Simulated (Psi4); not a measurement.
**singlet AlNH2Cl−: levels of theory compared**

Wanted: a comparison of 6 runs (HF/STO-3G, HF/3-21G, B3LYP/aug-cc-pVDZ, BHLYP/aug-cc-pVDZ, HSE06/aug-cc-pVDZ, TPSSh/aug-cc-pVDZ) of singlet AlNH2Cl−. 

Program for the calculation: Psi4 1.11.

2 further runs of the same task are left out: 2 set aside as unsound or not needed.

## Step 1: The system as given

The species is AlNH2Cl− (5 atoms), meant as a singlet with charge -1. SMILES of the parent species: `[NH2][Al][Cl]`. The coordinates come from a PBE0-D4/def2-TZVP relaxation. This is one conformer, not always the lowest. That shape belongs to the parent species and isn't relaxed for this state.

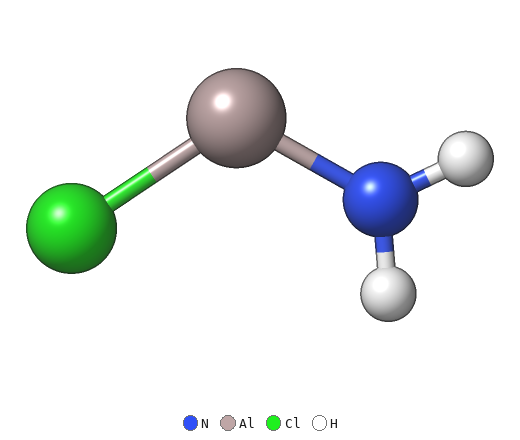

The structure, seen from a chosen angle (nitrogen blue, aluminium light grey, chlorine green, hydrogen white).

## Step 2: The energy at HF/STO-3G (run 1)

Contents of alclh2n.py:

```python
import psi4

psi4.set_memory(2200000000)
psi4.set_num_threads(1)
psi4.core.set_output_file('run.log', False)

m = psi4.geometry("""
-1 1
N     -1.03821553     0.87248655    -0.43841646
Al     0.76080374    -0.55104414     1.98251168
Cl     3.60370772    -3.11748119     0.83299128
H     -2.44454971     2.12272936    -0.15779213
H     -0.78725990     0.53422558    -2.29771799
units au
symmetry c1
""")

psi4.set_options(dict(basis='STO-3G', puream=True, e_convergence=1e-09, d_convergence=1e-08, scf_type='pk'))

e, wfn = psi4.energy("hf", return_wfn=True)
psi4.oeprop(wfn, "QUADRUPOLE", "DIPOLE", "LOWDIN_CHARGES")
print(f'total energy {e:.8f} hartree = {e * 27.211386:.5f} eV')
```

Command:

```
$ python alclh2n.py
```

run.log:

```text
[...]
  Running in c1 symmetry.
[...]
  Nuclear repulsion =  119.524169408045751
[...]
  Multiplicity = 1
[...]
  Nalpha       = 20
  Nbeta        = 20
[...]
    Number of basis functions: 25
[...]
   @RHF iter   1:  -748.32384872127443   -1.66450e+00   9.80665e-03 ADIIS/DIIS
[...]
   @RHF iter   9:  -748.36933575791113   -1.25056e-12   4.78730e-09 DIIS
[...]
    Orbital Energies [Eh]
    ---------------------
    Doubly Occupied:
       1A   -103.230131     2A    -57.353567     3A    -14.913176
       4A     -9.943482     5A     -7.385722     6A     -7.383075
       7A     -7.382795     8A     -4.316113     9A     -2.532635
      10A     -2.531735    11A     -2.531674    12A     -0.769678
      13A     -0.674858    14A     -0.314651    15A     -0.230722
      16A     -0.133159    17A     -0.094090    18A     -0.090177
      19A     -0.042574    20A      0.178294
[...]
  @RHF Final Energy:  -748.36933575791113
   => Energetics <=
    Nuclear Repulsion Energy =            119.5241694080457506
    One-Electron Energy =               -1292.4355672575636618
    Two-Electron Energy =                 424.5420620916067946
    Total Energy =                       -748.3693357579111307
[...]
 Multipole Moments:
 ------------------------------------------------------------------------------------
     Multipole            Electronic (a.u.)      Nuclear  (a.u.)        Total (a.u.)
 ------------------------------------------------------------------------------------
 L = 1.  Multiply by 2.5417464519 to convert [e a0] to [Debye]
 Dipole X            :          3.4783360           -3.7462745           -0.2679385
 Dipole Y            :         -2.9076196            3.1189524            0.2113327
 Dipole Z            :          2.2398763           -2.6086102           -0.3687339
 Magnitude           :                                                    0.5024114
 L = 2.  Multiply by 1.3450342976 to convert [e a0^2] to [Debye ang]
 Quadrupole XX       :       -174.1111124          148.4679821          -25.6431304
 Quadrupole XY       :        133.5855296         -128.7530529            4.8324767
[...]
```

Standard output:

```text
total energy -748.36933576 hartree = -20364.16687 eV
```

Wall time 1.8 s (1 thread of Intel Xeon 6975P-C (Granite Rapids), shared host); peak memory 0.18 GiB.

## Step 3: Energy and forces at HF/3-21G (run 2)

Contents of job.json:

```json
{
 "schema_name": "qcschema_input",
 "schema_version": 1,
 "molecule": {
  "schema_name": "qcschema_molecule",
  "schema_version": 2,
  "symbols": ["N", "Al", "Cl", "H", "H"],
  "geometry": [-1.03821553, 0.87248655, -0.43841646, 0.76080374, -0.55104414, 1.98251168, 3.60370772, -3.11748119, 0.83299128, -2.44454971, 2.12272936, -0.15779213, -0.7872599, 0.53422558, -2.29771799],
  "molecular_charge": -1,
  "molecular_multiplicity": 1,
  "fix_symmetry": "c1"
 },
 "driver": "gradient",
 "model": {
  "method": "hf",
  "basis": "3-21G"
 },
 "keywords": {
  "puream": true,
  "e_convergence": 1e-09,
  "d_convergence": 1e-08,
  "scf_type": "pk"
 }
}
```

Command:

```
$ psi4 --qcschema job.json -n 1 --memory 2200MB
```

stdout:

```text
[...]
  Running in c1 symmetry.
[...]
  Nuclear repulsion =  119.524169408045751
[...]
  Multiplicity = 1
[...]
  Nalpha       = 20
  Nbeta        = 20
[...]
    Number of basis functions: 39
[...]
   @RHF iter   1:  -753.17472585626638   -6.30406e-01   1.19419e-02 ADIIS/DIIS
[...]
   @RHF iter  10:  -753.28293576337694   -5.11591e-12   7.22483e-09 DIIS
[...]
    Orbital Energies [Eh]
    ---------------------
    Doubly Occupied:
       1A   -103.868861     2A    -57.826652     3A    -15.250220
       4A    -10.264246     5A     -7.727475     6A     -7.724578
       7A     -7.724343     8A     -4.634313     9A     -2.937213
      10A     -2.935183    11A     -2.934038    12A     -0.918344
      13A     -0.867956    14A     -0.452660    15A     -0.396276
      16A     -0.308422    17A     -0.263975    18A     -0.259528
      19A     -0.207131    20A     -0.021945
[...]
  @RHF Final Energy:  -753.28293576337694
   => Energetics <=
    Nuclear Repulsion Energy =            119.5241694080457506
    One-Electron Energy =               -1290.5674877378098699
    Two-Electron Energy =                 417.7603825663870794
    Total Energy =                       -753.2829357633770542
[...]
 Multipole Moments:
 ------------------------------------------------------------------------------------
     Multipole            Electronic (a.u.)      Nuclear  (a.u.)        Total (a.u.)
 ------------------------------------------------------------------------------------
 L = 1.  Multiply by 2.5417464519 to convert [e a0] to [Debye]
 Dipole X            :          3.5288283           -3.7462745           -0.2174461
 Dipole Y            :         -3.0504775            3.1189524            0.0684749
 Dipole Z            :          0.6914179           -2.6086102           -1.9171922
 Magnitude           :                                                    1.9306987
[...]
  -Total Gradient:
     Atom            X                  Y                   Z
    ------   -----------------  -----------------  -----------------
       1        0.003244524967    -0.000247295041     0.040675379529
       2        0.042712637648    -0.042405663772    -0.077727269733
       3       -0.046500911509     0.043088180307     0.036265162678
       4       -0.003959012340     0.003229759331    -0.003677656644
       5        0.004502761235    -0.003664980832     0.004464384169
[...]
```

The result, in JSON:

```text
{
 "driver": "gradient",
 "model": {
  "method": "hf",
  "basis": "3-21G"
 },
 "success": true,
 "return_result": [0.003244524967095208, -0.00024729504124548773, 0.04067537952866057, 0.04271263764828477, -0.04240566377200264, -0.07772726973280587, -0.04650091150855365, 0.04308818030654265, 0.03626516267752865, -0.003959012339939727, 0.003229759330894033, -0.003677656644306089, 0.004502761235383089, -0.0036649808322266886, 0.004464384168821167],
 "properties": {
  "calcinfo_nbasis": 39,
  "calcinfo_nmo": 39,
  "calcinfo_nalpha": 20,
  "calcinfo_nbeta": 20,
  "calcinfo_natom": 5,
  "nuclear_repulsion_energy": 119.52416940804575,
  "return_energy": -753.2829357633769,
  "return_gradient": [0.003244524967095208, -0.00024729504124548773, 0.04067537952866057, 0.04271263764828477, -0.04240566377200264, -0.07772726973280587, -0.04650091150855365, 0.04308818030654265, 0.03626516267752865, -0.003959012339939727, 0.003229759330894033, -0.003677656644306089, 0.004502761235383089, -0.0036649808322266886, 0.004464384168821167],
  "scf_one_electron_energy": -1290.5674877378099,
  "scf_two_electron_energy": 417.7603825663871,
  "scf_dipole_moment": [-0.21744611762182808, 0.06847491144030782, -1.9171922067111602],
  "scf_total_energy": -753.2829357633769,
  "scf_total_gradient": [0.003244524967095208, -0.00024729504124548773, 0.04067537952866057, 0.04271263764828477, -0.04240566377200264, -0.07772726973280587, -0.04650091150855365, 0.04308818030654265, 0.03626516267752865, -0.003959012339939727, 0.003229759330894033, -0.003677656644306089, 0.004502761235383089, -0.0036649808322266886, 0.004464384168821167],
  "scf_iterations": 10
 }
}
```

Run time: 1.4 s. Hardware: 1 thread of Intel Xeon 6975P-C (Granite Rapids), shared host; peak memory 0.18 GiB.

Runs 3 to 4 aren't shown in full; the table further down has their settings and results.

## Step 4: The energy at HSE06/aug-cc-pVDZ (run 5)

Contents of alclh2n.xyz:

```xyz
5
AlClH2N
N     -0.549400     0.461700    -0.232000
Al     0.402600    -0.291600     1.049100
Cl     1.907000    -1.649700     0.440800
H     -1.293600     1.123300    -0.083500
H     -0.416600     0.282700    -1.215900
```

Contents of run.py:

```python
import numpy as np
from ase.calculators.psi4 import Psi4
from ase.io import read

a = read('alclh2n.xyz')
calc = Psi4(atoms=a, method='hse06', basis='aug-cc-pVDZ', memory='2200MB', num_threads=1, charge=-1, multiplicity=1, label='alclh2n', reference='rks')
calc.psi4.set_options({'puream': True, 'e_convergence': 1e-09, 'd_convergence': 1e-08, 'scf_type': 'pk', 'dft_radial_points': 99, 'dft_spherical_points': 590})
a.calc = calc

print(f'energy: {a.get_potential_energy():.6f} eV')
```

Command:

```
$ python run.py
```

alclh2n.dat:

```text
[...]
  Running in c1 symmetry.
[...]
  Nuclear repulsion =  119.524169334353630
[...]
  Multiplicity = 1
[...]
  Nalpha       = 20
  Nbeta        = 20
[...]
    Number of basis functions: 95
[...]
   @RKS iter   1:  -757.91224337744757   -5.69537e-02   1.05074e-02 ADIIS/DIIS
[...]
   @RKS iter  13:  -758.41647100251816    1.13687e-12   2.78628e-09 DIIS
[...]
    Orbital Energies [Eh]
    ---------------------
    Doubly Occupied:
       1A   -101.505920     2A    -55.967500     3A    -14.181766
       4A     -9.318024     5A     -7.046101     6A     -7.043602
       7A     -7.043064     8A     -3.973195     9A     -2.503711
      10A     -2.503284    11A     -2.500404    12A     -0.670819
      13A     -0.632039    14A     -0.312970    15A     -0.260234
      16A     -0.197170    17A     -0.152568    18A     -0.148295
      19A     -0.092523    20A      0.024201
[...]
  @RKS Final Energy:  -758.41647100251816
   => Energetics <=
    Nuclear Repulsion Energy =            119.5241693343536298
    One-Electron Energy =               -1293.9650486672876468
    Two-Electron Energy =                 457.8332296728548840
    DFT Exchange-Correlation Energy =     -41.8088213424390815
    Empirical Dispersion Energy =           0.0000000000000000
    VV10 Nonlocal Energy =                  0.0000000000000000
    Total Energy =                       -758.4164710025180511
[...]
 Multipole Moments:
 ------------------------------------------------------------------------------------
     Multipole            Electronic (a.u.)      Nuclear  (a.u.)        Total (a.u.)
 ------------------------------------------------------------------------------------
 L = 1.  Multiply by 2.5417464519 to convert [e a0] to [Debye]
 Dipole X            :          4.1258913           -3.7462745            0.3796168
 Dipole Y            :         -3.5529623            3.1189524           -0.4340099
 Dipole Z            :          1.0223234           -2.6086102           -1.5862867
 Magnitude           :                                                    1.6878327
[...]
```

On the terminal:

```text
energy: -20637.563360 eV
```

It took 26 s on 1 thread of Intel Xeon 6975P-C (Granite Rapids), shared host; peak memory 1.3 GiB.

## Step 5: A single-point energy at TPSSh/aug-cc-pVDZ (run 6)

Contents of calc.inp:

```
memory 2200 mb

molecule {
  -1 1
  N     -0.549400     0.461700    -0.232000
  Al     0.402600    -0.291600     1.049100
  Cl     1.907000    -1.649700     0.440800
  H     -1.293600     1.123300    -0.083500
  H     -0.416600     0.282700    -1.215900
  units angstrom
  symmetry c1
  no_reorient
  no_com
}

set puream true
set e_convergence 1e-09
set d_convergence 1e-08
set scf_type pk
set dft_radial_points 99
set dft_spherical_points 590

E, wfn = energy('tpssh/aug-cc-pVDZ', return_wfn=True)
oeprop(wfn, 'DIPOLE', 'MULLIKEN_CHARGES', 'QUADRUPOLE')
```

Command:

```
$ psi4 calc.inp calc.out -n 1
```

calc.out:

```text
[...]
  Running in c1 symmetry.
[...]
  Nuclear repulsion =  119.524169334353630
[...]
  Multiplicity = 1
[...]
  Nalpha       = 20
  Nbeta        = 20
[...]
    Number of basis functions: 95
[...]
   @RKS iter   1:  -758.19319103405860   -1.57752e-02   1.09373e-02 DIIS/ADIIS
[...]
   @RKS iter  13:  -758.73449721968211   -3.41061e-12   4.33217e-09 DIIS
[...]
  @RKS Final Energy:  -758.73449721968211
   => Energetics <=
    Nuclear Repulsion Energy =            119.5241693343536298
    One-Electron Energy =               -1293.9612684905348488
    Two-Electron Energy =                 465.2019045389094458
    DFT Exchange-Correlation Energy =     -49.4993026024104736
    Empirical Dispersion Energy =           0.0000000000000000
    VV10 Nonlocal Energy =                  0.0000000000000000
    Total Energy =                       -758.7344972196821118
[...]
 Multipole Moments:
 ------------------------------------------------------------------------------------
     Multipole            Electronic (a.u.)      Nuclear  (a.u.)        Total (a.u.)
 ------------------------------------------------------------------------------------
 L = 1.  Multiply by 2.5417464519 to convert [e a0] to [Debye]
 Dipole X            :        -61.9115774           60.6541615           -1.2574159
 Dipole Y            :         52.3454235          -51.3963932            0.9490303
 Dipole Z            :        -36.9804283           34.4090782           -2.5713502
 Magnitude           :                                                    3.0155588
 L = 2.  Multiply by 1.3450342976 to convert [e a0^2] to [Debye ang]
 Quadrupole XX       :       -277.8095387          242.4395910          -35.3699477
 Quadrupole XY       :        211.7207850         -208.3869167            3.3338682
[...]
  Mulliken Charges: (a.u.)
   Center  Symbol    Alpha    Beta     Spin     Total
       1     N     3.54791  3.54791  0.00000 -0.09583
       2    AL     6.63756  6.63756  0.00000 -0.27512
       3    CL     8.65969  8.65969  0.00000 -0.31938
       4     H     0.55264  0.55264  0.00000 -0.10528
       5     H     0.60220  0.60220  0.00000 -0.20439
   Total alpha = 20.00000, Total beta = 20.00000, Total charge = -1.00000
    Psi4 run time: 0:00:24.91
```

It took 26 s on 1 thread of Intel Xeon 6975P-C (Granite Rapids), shared host; peak memory 1.4 GiB.

## Step 6: Overview of the runs

| run | level | task | integration grid | energy (Eh) | HOMO energy (eV) | LUMO energy (eV) | HOMO–LUMO gap (eV) | wall time |
| --- | --- | --- | --- | --- | --- | --- | --- | --- |
| 1 | HF/STO-3G | energy | – | -748.369336 | 4.85 | 18.20 | 13.35 | 1.8 s |
| 2 | HF/3-21G | gradient | – | -753.282936 | -0.60 | 7.73 | 8.32 | 1.4 s |
| 3 | B3LYP/aug-cc-pVDZ | gradient | 99 radial × 590 angular | -758.747694 | 0.39 | 2.65 | 2.26 | 29 s |
| 4 | BHLYP/aug-cc-pVDZ | energy | 99 radial × 590 angular | -758.676825 | -0.28 | 3.03 | 3.31 | 11 s |
| 5 | HSE06/aug-cc-pVDZ | energy | 99 radial × 590 angular | -758.416471 | 0.66 | 2.55 | 1.90 | 26 s |
| 6 | TPSSh/aug-cc-pVDZ | energy | 99 radial × 590 angular | -758.734497 | 0.70 | 2.67 | 1.97 | 26 s |

## Step 7: Outcome

```
                                                    quantity          value
                                         run 6: total energy  -758.73450 Eh
                                          run 6: HOMO energy        0.70 eV
                                          run 6: LUMO energy        2.67 eV
run 6: HOMO–LUMO gap (to an unbound level, set by the basis)        1.97 eV
```

**Reading.** The HOMO–LUMO gap runs from 1.90 eV (HSE06/aug-cc-pVDZ) to 13.35 eV (HF/STO-3G). The two ends differ in method and basis. The empty levels of an anion lie above zero and hang on the basis. Totals of different functionals can't be ranked against each other. In runs 1, 3, 5, 6 the HOMO lies above zero, so the outermost electron may be held by the basis alone. In run 1 the basis is minimal, so the values are rough. All runs together took 97 s, the longest 29 s.
